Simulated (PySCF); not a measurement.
C3H8OSSi, SMILES CC(=O)[SiH2]CS, GFN2-xTB optimised geometry. Atoms within 1.6 Å of the plane z = 0.0 Å (x, y, z in Å): Si4 (-0.06, -0.35, 0.00), C5 (-1.96, -0.35, 0.00), S6 (-2.59, 1.37, 0.00), H9 (2.59, 0.67, -1.19), H10 (0.46, -1.72, 0.00), H11 (0.46, 0.44, 1.12), H12 (-2.39, -0.86, -0.86), H13 (-2.36, -0.80, 0.90), H14 (-2.00, 1.72, -1.14).

Method: CAM-B3LYP/def2-TZVP (PySCF). Cells within 0.4 Å of a nucleus heavier than hydrogen are left out (blank, or x).

Map of the LUMO amplitude (bohr^(-3/2)) on the plane z = 0.0 Å; orbital energy -0.09 eV, overall sign arbitrary:

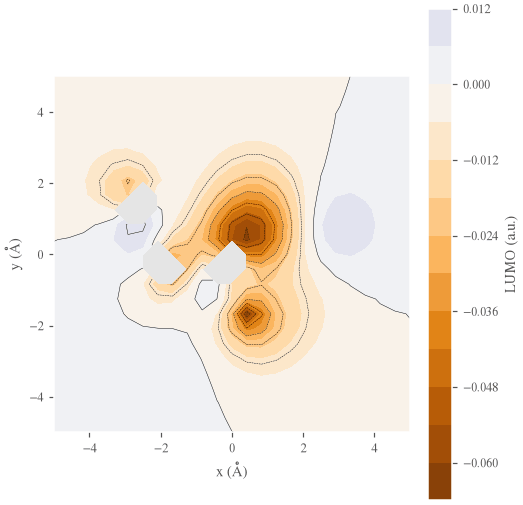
*LUMO amplitude (bohr^(-3/2)) on the plane z = 0.0 Å.*
